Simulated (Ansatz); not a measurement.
# How fast states decay through Cs2LaAlF6, part 3 of 3

A new crystal, Cs2LaAlF6: structure, gap and complex bands. It is built by putting La for Y, Al for In in the Cs2YInF6 structure of space group Fm-3m, with the volume rescaled by atomic radii. The parent structure comes from the Materials Project.

Ansatz 0.2.0; PBE DFT, plane waves, PAW files (the session's first sound run).

So far, gap on the k-mesh (eV): step 3 (the bulk crystal and its band edges, PBE) 3.12; step 5 (PBEsol) 3.02.

The structure was built from a prototype and need not be the compound's stable phase.

## (6) Complex bands at another level

This step: PBEsol DFT, plane waves, PAW files; complex bands by layer matching along the plane's normal (Ansatz 0.2.0).

The complex bands at that level, over its own gap, at (0, 0) and (0, 0.2604).

input.yaml

```yaml
crystal:
  lattice:
    - [6.896072923, 0.0, 0.0]
    - [3.448036462, 5.972174338, 0.0]
    - [3.448036462, 1.990724779, 5.630619964]
  atoms:
    - { symbol: Cs, position: [0.25, 0.25, 0.25] }
    - { symbol: Cs, position: [0.75, 0.75, 0.75] }
    - { symbol: La, position: [0.0, 0.0, 0.0] }
    - { symbol: Al, position: [0.5, 0.5, 0.5] }
    - { symbol: F, position: [0.7609196666, 0.7609196666, 0.2390803334] }
    - { symbol: F, position: [0.7609196666, 0.2390803334, 0.2390803334] }
    - { symbol: F, position: [0.2390803334, 0.2390803334, 0.7609196666] }
    - { symbol: F, position: [0.2390803334, 0.7609196666, 0.2390803334] }
    - { symbol: F, position: [0.7609196666, 0.2390803334, 0.7609196666] }
    - { symbol: F, position: [0.2390803334, 0.7609196666, 0.7609196666] }
kpoints:
  mp_grid: { grid: [4, 4, 4] }
scf:
  occupations: { method: fixed }
hamiltonian:
  xc: pbesol
output:
  eigenvalues: true
  transmission:
    leads: [[0, 0]]
    kpoints: [[0.0, 0.0], [0.0, 0.2604]]
    e_range: [-1.0, 4.02]
    de: 0.08
```

Run with:

```sh
> ansatz run input.yaml --threads 2 --pin off --max-ram 4096MiB --backend cpu --events-out ev --progress --plain --runs-dir out
```

Numbers of over 12 decimals in the logs are rounded to 6 here.

Log:

```text
[...]
Crystal: 10 atoms, lattice volume = 231.895 Å³
Basis set: ecut = 420 eV, 4573 PW (Γ)
Bands: 47, of which v1, the nominal top of the filled ones, is band 37 counted from 1 (36 counted from 0)
Symmetry: 48 space group operations
[...]
k-points: 8 of 64
[...]
SCF iter   1: F=—  HF=-22672.449047 eV  |F-HF|=—  |Δ(HF+E_count)|=         —  Δρ=9.80e-3  dr2=1.50e-1  ethr=1.77e-3  ⟨swp⟩=5.2  Hψ=1433  notcnv=0  defer=34
[...]
SCF iter   7: F=-22672.408786 eV  HF=-22672.408786 eV  |F-HF|=3.80e-8  |Δ(HF+E_count)|=   5.63e-7  Δρ=2.59e-6  dr2=2.20e-8  ethr=1.35e-10  ⟨swp⟩=11.6  Hψ=1761  notcnv=0
SCF 1 converged in 7 iterations: F = -22672.408786 eV  dr2 = 2.20e-8
[...]
transmission: 8 of 16 steps passed
transmission: 16 of 16 steps passed
SCF converged after 7 iterations
Free energy (F): -22672.408786 eV
[...]
Internal energy: -22672.408786 eV  (E = F + TS)
E sigma→0 (E₀):  -22672.408786 eV
Fermi energy:    4.832495 eV
[...]
--- Band table (eV; the first three rows and the last of 8) ---
  k-point 0: bands = [... 33 lower, 0.9794, 0.9794, 0.9794, 4.3904, 8.0659, 8.2511, 8.2511, 8.2511, ... 6 higher]
  k-point 1: bands = [... 33 lower, 0.9420, 0.9695, 0.9695, 4.6246, 8.0019, 8.0836, 8.2451, 8.2451, ... 6 higher]
  k-point 2: bands = [... 33 lower, 0.8884, 0.9870, 0.9870, 4.8325, 8.0646, 8.1586, 8.2414, 8.2414, ... 6 higher]
  k-point 7: bands = [... 33 lower, 0.7924, 0.9856, 0.9856, 4.5635, 8.0708, 8.2240, 8.2281, 8.2281, ... 6 higher]
--- Transmission ---
  basis      : 361 plane waves across, 8 finite elements along
  points     : 2, as listed
[...]
channels       : 0.000000e0 a spin
[...]
slowest decay  : 0.4057 /Å at (0.0000, 0.2604)
```

Elapsed: 2.1 min, on 2 threads of Arm Neoverse V2, shared host; peak memory 1.6 GiB; 4.1 min of CPU time.

This step gave:

```
level to which the leads are filled                       : 1.509 eV from the Fermi level
decay constant at the filling level, zone centre          : 0.4618 Å⁻¹
decay constant at the filling level, slowest listed point : 0.4057 Å⁻¹
```

K parallel (0, 0); values up to 1.5 1/Å, a degenerate pair printed once or twice; energies at which all values exceed this have no row. The Im kz of the slowest decaying states by energy, zero at the highest filled level on the SCF mesh:

```tsv
energy (eV)	decay 1 (Å⁻¹)	decay 2 (Å⁻¹)	decay 3 (Å⁻¹)	decay 4 (Å⁻¹)
-1.000	0.314	0.662	0.699	0.768
-0.520	0.136	0.674	0.696	0.781
-0.040	0.688	0.688	0.772	0.795
0.520	0.407	0.672	0.691	0.712
1.000	0.509	0.652	0.729	0.742
1.480	0.462	0.627	0.697	0.784
1.960	0.404	0.598	0.652	0.746
2.520	0.313	0.569	0.670	0.764
3.000	0.176	0.507	0.597	0.814
3.480	0.132	0.388	0.421	0.520
```

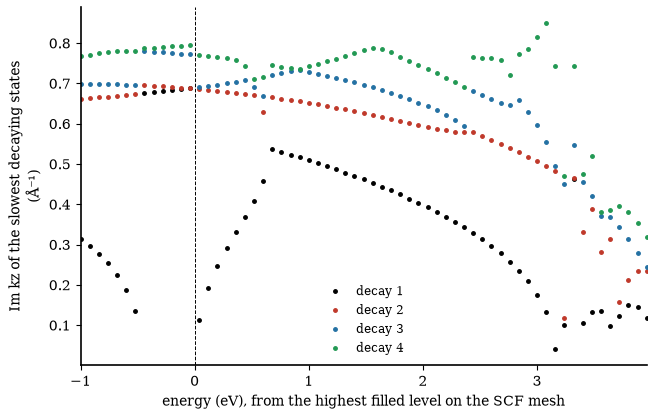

Im kz of the slowest decaying states, plotted against energy.

K parallel (0, 0.2604); values up to 1.5 1/Å, a degenerate pair printed once or twice; energies at which all values exceed this have no row. The Im kz of the slowest decaying states by energy, zero at the highest filled level on the SCF mesh:

```tsv
energy (eV)	decay 1 (Å⁻¹)	decay 2 (Å⁻¹)	decay 3 (Å⁻¹)	decay 4 (Å⁻¹)
-1.000	0.472	0.509	0.696	0.723
-0.520	0.380	0.427	0.705	0.725
-0.040	0.217	0.422	0.713	0.722
0.520	0.398	0.452	0.715	0.716
1.000	0.420	0.441	0.680	0.705
1.480	0.406	0.410	0.637	0.691
1.960	0.362	0.369	0.585	0.671
2.520	0.271	0.296	0.508	0.614
3.000	0.0575	0.180	0.419	0.506
3.480	0.121	0.221	0.271	0.397
```

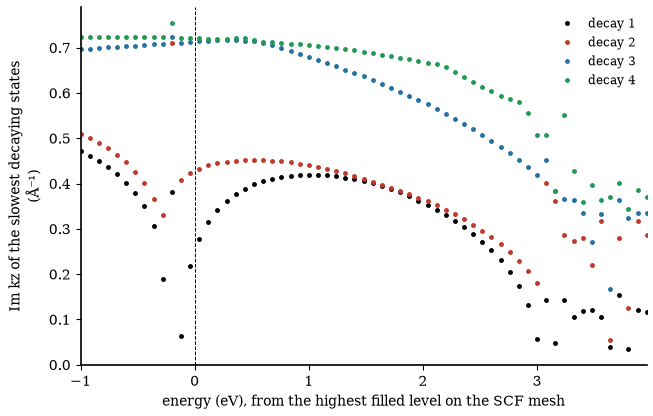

Im kz of the slowest decaying states, plotted against energy.

At the listed wavevectors the last open channel is at -0.04 eV and the next at +3.08 eV on the grid. At +1.48 eV, the grid energy nearest the filling level (the middle of the gap on the SCF mesh), the slowest state at the listed wavevectors decays with κ = 0.406 Å⁻¹, its amplitude falling by e over 2.5 Å; the first such run, plane (111), gave 0.414 Å⁻¹.

## (7) The same cell, other settings

This step: PBE DFT, plane waves, PAW files; complex bands by layer matching along the plane's normal; changed: output.transmission.bias = [0.5], scf.max_iter = 100 (Ansatz 0.2.0).

This run repeats an earlier one, its twin (the complex run, plane (111)), with two settings changed (scf.max_iter, output.transmission.bias; files written aside). The setting was drawn as a possible misstep, on purpose. Where the input is shown as a difference, that is against the step before, not the twin.

Edit input.yaml of step 6 so:

```diff
@@ -20,4 +20,5 @@
   occupations: { method: fixed }
+  max_iter: 100
 hamiltonian:
-  xc: pbesol
+  xc: pbe
 output:
@@ -27,3 +28,4 @@
     kpoints: [[0.0, 0.0], [0.0, 0.2604]]
-    e_range: [-1.0, 4.02]
-    de: 0.08
+    e_range: [-1.0, 4.12]
+    de: 0.09
+    bias: [0.5]
```

Log:

```text
Error: YAML parse error: error: line 31 column 5: unknown field `bias`, expected one of leads, temperature, e_range, de, kmesh, mesh_tolerance, kpoints, reduced_basis
  --> <input>:31:5
   |
29 |     e_range: [-1.0, 4.12]
30 |     de: 0.09
31 |     bias: [0.5]
   |     ^ unknown field `bias`, expected one of leads, temperature, e_range, de, kmesh, mesh_tolerance, kpoints, reduced_basis
```

Run time: 0.02 s. Hardware: 2 threads; peak memory 0.022 GiB.

The input was rejected at the start.

The program's message: “Error: YAML parse error: error: line 31 column 5: unknown field `bias`, expected one of leads, temperature, e_range, de, kmesh, mesh_tolerance, kpoints, reduced_basis”

The change that led to it: output.transmission.bias = [0.5].

## (8) A check of the settings

This step: PBE DFT, plane waves, PAW files; complex bands by layer matching along the plane's normal; changed: output.transmission.e_range = [0, 2], output.transmission.de = 0.05 (Ansatz 0.2.0).

This run repeats an earlier one, its twin (the complex run, plane (111)), with two settings changed (output.transmission.e_range, output.transmission.de; files written aside). It is meant to test what the energy window and step decide. Where the input is shown as a difference, that is against the step before, not the twin.

Edit input.yaml of step 7 so:

```diff
@@ -20,3 +20,2 @@
   occupations: { method: fixed }
-  max_iter: 100
 hamiltonian:
@@ -28,4 +27,3 @@
     kpoints: [[0.0, 0.0], [0.0, 0.2604]]
-    e_range: [-1.0, 4.12]
-    de: 0.09
-    bias: [0.5]
+    e_range: [0, 2]
+    de: 0.05
```

Log:

```text
[...]
Crystal: 10 atoms, lattice volume = 231.895 Å³
Basis set: ecut = 420 eV, 4573 PW (Γ)
Bands: 47, of which v1, the nominal top of the filled ones, is band 37 counted from 1 (36 counted from 0)
Symmetry: 48 space group operations
[...]
k-points: 8 of 64
[...]
SCF iter   1: F=—  HF=-22992.094705 eV  |F-HF|=—  |Δ(HF+E_count)|=         —  Δρ=2.24e-3  dr2=2.62e-2  ethr=1.77e-3  ⟨swp⟩=5.4  Hψ=1431  notcnv=0  defer=37
[...]
SCF iter   7: F=-22992.087654 eV  HF=-22992.087654 eV  |F-HF|=1.96e-8  |Δ(HF+E_count)|=   1.46e-7  Δρ=2.08e-6  dr2=1.35e-8  ethr=1.35e-10  ⟨swp⟩=11.8  Hψ=1641  notcnv=0
SCF 1 converged in 7 iterations: F = -22992.087654 eV  dr2 = 1.35e-8
[...]
transmission: 7 of 14 steps passed
transmission: 14 of 14 steps passed
SCF converged after 7 iterations
Free energy (F): -22992.087654 eV
[...]
Internal energy: -22992.087654 eV  (E = F + TS)
E sigma→0 (E₀):  -22992.087654 eV
Fermi energy:    4.942035 eV
[...]
--- Band table (eV; the first three rows and the last of 8) ---
  k-point 0: bands = [... 33 lower, 1.0862, 1.0862, 1.0862, 4.5261, 8.1721, 8.3571, 8.3571, 8.3571, ... 6 higher]
  k-point 1: bands = [... 33 lower, 1.0497, 1.0770, 1.0770, 4.7466, 8.1563, 8.2460, 8.3518, 8.3518, ... 6 higher]
  k-point 2: bands = [... 33 lower, 0.9971, 1.0955, 1.0955, 4.9420, 8.1709, 8.3482, 8.3482, 8.3610, ... 6 higher]
  k-point 7: bands = [... 33 lower, 0.9039, 1.0929, 1.0929, 4.6774, 8.1761, 8.3336, 8.3400, 8.3400, ... 6 higher]
--- Transmission ---
  basis      : 361 plane waves across, 7 finite elements along
  points     : 2, as listed
[...]
channels       : 0.000000e0 a spin
    conductance    : none, crystal 0 has no channel at the energies, or these end too early or step too widely for 300 K: set another output.transmission.e_range or a lower de, or, where they end at an eighth of basis.ecutwfc, a higher one
    slowest decay  : 0.4127 /Å at (0.0000, 0.2604)
```

Wall time 99 s (2 threads); peak memory 1.1 GiB; 2.8 min of CPU time.

Numbers from this step:

```yaml
free_energy: -22992.0877 eV
fermi_energy: 4.942 eV
gap_on_the_k_mesh: 3.124 eV
level_to_which_the_leads_are_filled: 1.562 eV from the Fermi level
decay_constant_at_the_filling_level_zone_centre: 0.4650 Å⁻¹
decay_constant_at_the_filling_level_slowest_listed_point: 0.4127 Å⁻¹
```

K parallel (0, 0); values up to 1.5 1/Å, a degenerate pair printed once or twice; energies at which all values exceed this have no row. Table of Im kz of the slowest decaying states by energy, zero at the highest filled level on the SCF mesh:

```tsv
energy (eV)	decay 1 (Å⁻¹)	decay 2 (Å⁻¹)	decay 3 (Å⁻¹)	decay 4 (Å⁻¹)
0.000	0.0112	0.694	0.696	0.777
0.200	0.254	0.689	0.703	0.772
0.400	0.359	0.683	0.712	0.765
0.600	0.475	0.624	0.677	0.722
0.800	0.534	0.669	0.734	0.748
1.000	0.518	0.660	0.737	0.747
1.200	0.500	0.651	0.725	0.762
1.400	0.481	0.640	0.712	0.778
1.600	0.460	0.629	0.696	0.794
1.800	0.437	0.617	0.679	0.781
2.000	0.412	0.604	0.659	0.756
```

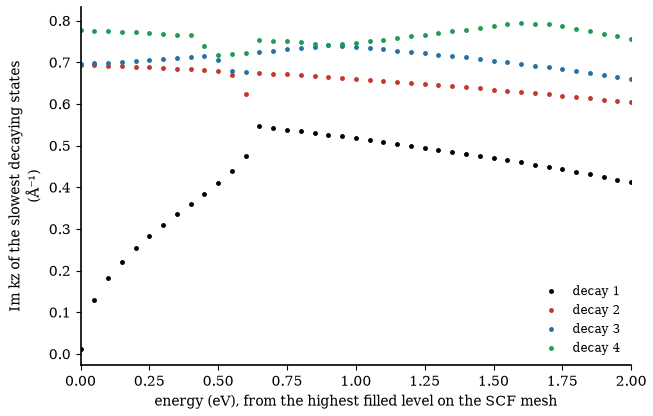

Im kz of the slowest decaying states, plotted against energy.

K parallel (0, 0.2604); values up to 1.5 1/Å, a degenerate pair printed once or twice; energies at which all values exceed this have no row. Im kz of the slowest decaying states against energy, zero at the highest filled level on the SCF mesh:

```tsv
energy (eV)	decay 1 (Å⁻¹)	decay 2 (Å⁻¹)	decay 3 (Å⁻¹)	decay 4 (Å⁻¹)
0.000	0.253	0.434	0.720	0.728
0.200	0.347	0.453	0.724	0.726
0.400	0.390	0.460	0.723	0.729
0.600	0.413	0.461	0.720	0.720
0.800	0.425	0.458	0.705	0.716
1.000	0.428	0.451	0.69	0.712
1.200	0.427	0.441	0.673	0.707
1.400	0.420	0.428	0.655	0.700
1.600	0.410	0.413	0.636	0.693
1.800	0.395	0.396	0.615	0.685
2.000	0.373	0.378	0.593	0.676
```

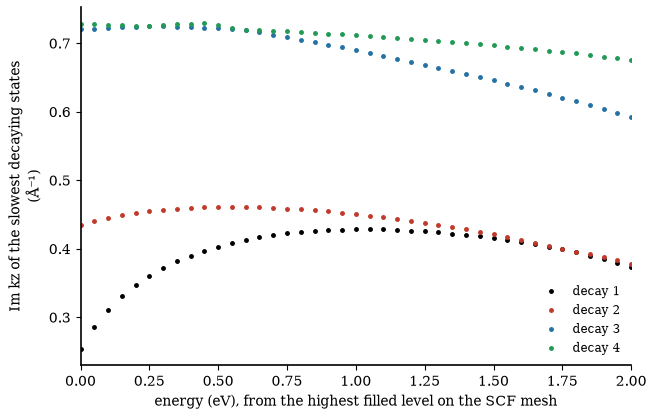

Im kz of the slowest decaying states, plotted against energy.

The least decay constant is 0.413 Å⁻¹ against 0.414 Å⁻¹ in the twin: no change within 1 %, at 0.73 times the CPU time.

## (9) Results

| Property | Result |
| --- | --- |
| band gap | 3.12 eV |
| least decay constant at mid-gap, normal to (111) | 0.414 Å⁻¹ |
| least decay constant, PBEsol | 0.406 Å⁻¹ |

In words: With PBE, the slowest decay at the wavevectors tried is κ = 0.414 Å⁻¹, normal to (111). Through such a film the transmission near mid-gap falls as exp(−2κd), a factor of ten every 2.8 Å. A free electron under a barrier of half the gap would need a mass of 0.42 mₑ to decay at this rate. The slowest decay isn't at the zone centre. With PBEsol the gap goes from 3.12 to 3.02 eV and the decay constant, over the first 2 listed wavevectors, from 0.414 to 0.406 Å⁻¹. The compound is made up by substitution; its stability against other phases and against distortions of the cell's symmetry was not tested. A semilocal functional narrows gaps, so real decay constants are likely larger.

[Logs are printed without paths, hosts, clocks, repeated set-up lines and the standing remarks that a program may print on its own settings, such as how far it seeks lower states.]

[Hosts, paths, dates, database ids (printed as entryN), source tags and the programs' standing remarks are cut or masked in the printed files.]

[New means built here by substitution; the compound itself may be known and measured.]
